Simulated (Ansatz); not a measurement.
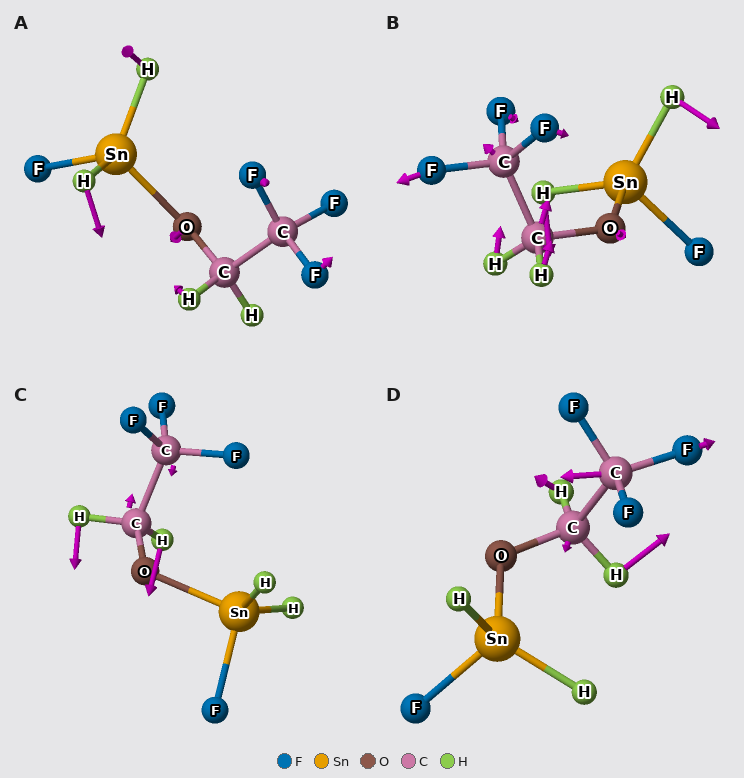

4 normal modes of one molecule or complex, as arrows. Harmonic vibrations computed with RKS PBE0-D4/def2-TZVP, core potentials on Sn (Ansatz 0.2.0) at a stationary point of the same level.

### Match the panels to the wavenumbers 414 cm⁻¹, 681 cm⁻¹, 1217 cm⁻¹, 1429 cm⁻¹.

A: 414 cm⁻¹, angle bending
B: 681 cm⁻¹, angle bending
C: 1429 cm⁻¹
D: 1217 cm⁻¹
